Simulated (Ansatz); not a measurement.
These are PBE (plane waves to 420 eV, PAW; Ansatz, an electronic-structure program) values and carry that method's errors.

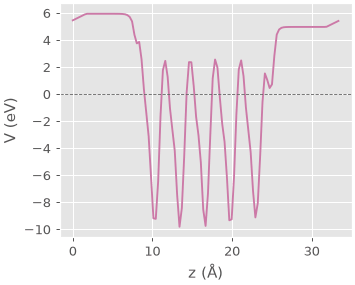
Figure: Planar average of the electrostatic potential across the slab, in eV from the highest filled level, for the (111)B surface of zinc-blende AlP, P-terminated, 2x2 with 3 OH on 4 top atoms (bottom of the slab: 3 H on 4 bottom sites)

Set-up: 49 atoms, 17.4 Å thick at the start with caps and adatoms; mesh 3x3x1; 0.025 eV smearing; dipole correction on; 8 atoms held, the rest relaxed; no symmetry held; no spin, no spin-orbit, no U. It is one candidate, not shown to be the stable structure of the face.

The vacuum level lies 4.98 eV above the highest filled level over the top face and 5.95 eV above it under the bottom face.
